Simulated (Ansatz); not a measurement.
# Lattice dynamics of InGa2 (built on the sites of a database entry of YGa2), part 2 of 2

The cell of InGa2 (built on the sites of a database entry of YGa2) is at rest. What are its phonons? After the zone centre comes a 3×3×4 q mesh on a 12×12×12 k mesh.

Ansatz 0.2.0; DFT PBEsol, scalar-relativistic, plane waves, PAW.

So far. Step 2 (Linear response at the zone centre): Before it was imposed, the acoustic sum rule was missed by 6.3e-5 eV/Å². Small misses are needed for a sound result but don't prove that mesh and cutoff are converged. The lowest optical mode is real, 18.8 cm⁻¹.

The structure was built from a prototype and need not be the compound's stable phase.

**3. Phonons on a q mesh (continued)**

The phonon density of states has structure finer than the step of the table below, so its rows give means over 10 cm⁻¹, whole bins alone (the curve runs from -43 to 173 cm⁻¹). Peaks (cm⁻¹: height): 27.0: 0.0940, 65.0: 0.129, 95.0: 0.0686, 141.0: 0.0837, 157.0: 0.0746.

Tetrahedra on a 15×15×20 mesh, mean over bins of 2 cm-1. Interpolated from a 3×3×4 q mesh. Table of phonon density of states by wavenumber; means over each step:

```csv
wavenumber (cm⁻¹),phonon density of states (1/cm⁻¹/cell)
-30,0.0153
-20,0.0150
-10,0.0150
0,0.0128
10,0.0279
20,0.0580
30,0.0689
40,0.0481
50,0.0532
60,0.0930
70,0.0849
80,0.0564
90,0.0562
100,0.0451
110,0.0315
120,0.0147
130,0.0340
140,0.0606
150,0.0407
160,0.0533
```

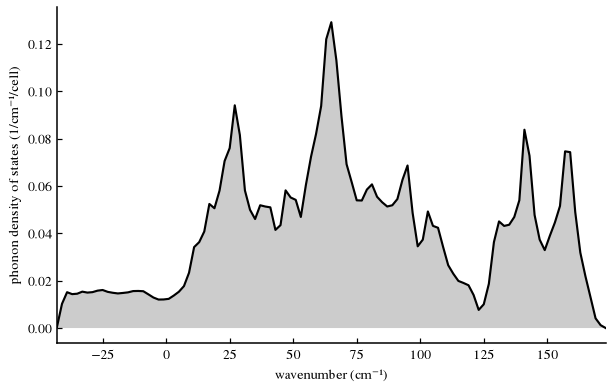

Phonon density of states against wavenumber.

The partial phonon density of states has structure finer than the step of the table below, so its rows give means over 10 cm⁻¹, whole bins alone (the curve runs from -52.1 to 186 cm⁻¹). Peaks (cm⁻¹: height): Ga -22.1: 0.0128, 25.8: 0.0642, 64.7: 0.0556, 141.0: 0.0638, 157.5: 0.0611; In 25.8: 0.0229, 64.7: 0.0627.

Phonopy on the run's constants, 13x13x17 mesh, Gaussian sigma 2.0 cm-1. Interpolated from a 3×3×4 q mesh. Partial phonon density of states against wavenumber; means over each step; values in 1/cm⁻¹/cell:

```csv
wavenumber (cm⁻¹),Ga,In
-40,0.00579,0.00417
-30,0.00950,0.00582
-20,0.0112,0.00523
-10,0.0110,0.00237
0,0.00858,0.00188
10,0.0237,0.00650
20,0.0430,0.0145
30,0.0514,0.0177
40,0.0391,0.00944
50,0.0362,0.0190
60,0.0404,0.0499
70,0.0395,0.0455
80,0.0282,0.0280
90,0.0283,0.0269
100,0.0246,0.0215
110,0.0166,0.0150
120,0.00854,0.00792
130,0.0287,0.00422
140,0.0531,0.00564
150,0.0407,0.00312
160,0.0459,0.00482
170,0.00615,0.00113
180,1.3e-5,2.8e-6
```

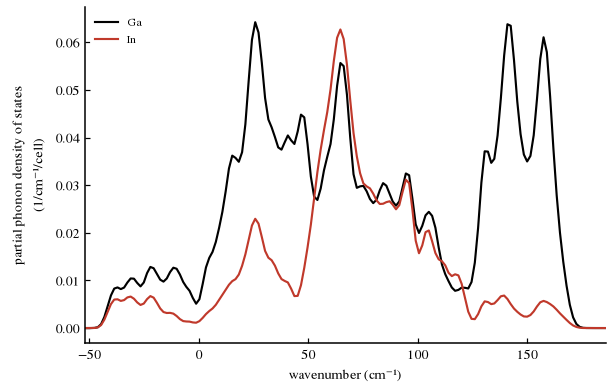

Partial phonon density of states, plotted against wavenumber.

Symmetry leaves 9 wavevectors to solve. The lowest mode among them, the acoustic zeros apart, lies at q = (0.333, 0.333, -0.5) and is imaginary, 38.9i cm⁻¹, so the energy falls along it. Between them the interpolated path dips to 42i cm⁻¹.

**4. Isotope substitution, element Ga, natural mass 69.723 amu**

An isotope changes the mass and not the force constants, so no new electronic calculation is needed; the shifts show which modes move this element.

The same force constants with the mass of Ga changed from 69.723 to 70.925 u (phonopy, no LO-TO term). Both lists are sorted by frequency; levels can cross, so a row need not hold one and the same mode. Modes under 3 cm⁻¹ are left out. Isotope shifts, by row:

```
         q  rank  natural mass (cm⁻¹)  changed mass (cm⁻¹)
     0 0 0     4                18.77                18.61
     0 0 0     5                66.62                66.36
     0 0 0     6                102.5                102.2
     0 0 0     7                102.5                102.2
     0 0 0     8                  148                146.7
     0 0 0     9                  148                146.7
  0 0 0.25     1                 3.87                 3.83
  0 0 0.25     2                28.33                28.19
  0 0 0.25     3                28.33                28.19
  0 0 0.25     4                58.07                57.64
  0 0 0.25     5                87.56                87.22
  0 0 0.25     6                87.56                87.22
  0 0 0.25     7                94.78                94.68
  0 0 0.25     8                142.7                141.4
  0 0 0.25     9                142.7                141.4
  0 0 -0.5     1                14.05                13.93
  0 0 -0.5     2                55.93                55.93
  0 0 -0.5     3                55.93                55.93
  0 0 -0.5     4                60.11                 59.6
  0 0 -0.5     5                60.11                 59.6
  0 0 -0.5     6                77.16                 76.5
  0 0 -0.5     7                  120                  120
  0 0 -0.5     8                142.5                141.3
  0 0 -0.5     9                142.5                141.3
0 0.3333 0     1                11.24                11.16
0 0.3333 0     2                26.91                26.76
0 0.3333 0     3                 31.6                31.38
0 0.3333 0     4                58.47                58.29
0 0.3333 0     5                64.31                64.13
0 0.3333 0     6                70.76                70.47
0 0.3333 0     7                78.07                77.58
0 0.3333 0     8                135.9                134.8
0 0.3333 0     9                163.4                162.2
```

A mode of this element alone would shift by -0.85 %. The highest zone-centre frequency without the field goes from 148.0 to 146.7 cm⁻¹ (-0.9 %).

**5. Another isotope, element In, natural mass 114.818 amu**

The same for In, from 114.82 to 112.90 u.

A mode of this element alone would shift by +0.84 %. The highest zone-centre frequency without the field goes from 148.0 to 148.0 cm⁻¹ (+0.0 %).

**6. Results**

| Property | Result |
| --- | --- |
| space group (within 0.01 Å) | P6/mmm |
| volume per atom | 20.7 Å³ |
| electronic character | no gap on this mesh |
| highest optical mode at the zone centre (no LO-TO term) | 148 cm⁻¹ |
| lowest optical zone-centre mode | 18.8 cm⁻¹ |
| lowest mode on the q mesh (acoustic modes at Γ apart) | -38.9 cm⁻¹ |
| highest frequency on the path or at a solved wavevector | 172 cm⁻¹ |
| imaginary modes on the 3×3×4 q mesh | yes |

Modes are clearly imaginary (beyond 10i cm⁻¹) at 3 of the 9 irreducible wavevectors, most at q = (0.333, 0.333, -0.5) (38.9i cm⁻¹), so this structure is not a minimum of the energy. The optical modes at Γ span 19 to 148 cm⁻¹. The highest mode in this list at Γ, 148.0 cm⁻¹, is mostly motion of Ga (100 % of the kinetic energy). With no gap, or one that is small against the smearing, the frequencies hang on the k mesh and the smearing, most of all near Kohn anomalies. The phonon runs are without spin polarisation, although the cell has an odd electron count. A phonon run warned that its eigensolver left some bands unconverged in a pass. The starting cell was built on a prototype and not taken from a measurement, so the phase need not exist. These are harmonic frequencies at zero temperature: anharmonic shifts, linewidths and thermal expansion are left out.

[Logs are printed without paths, hosts, clocks, repeated set-up lines and the standing remarks that a program may print on its own settings, such as how far it seeks lower states.]

[Hosts, paths, dates, database ids (printed as entryN), source tags and the programs' standing remarks are cut or masked in the printed files.]
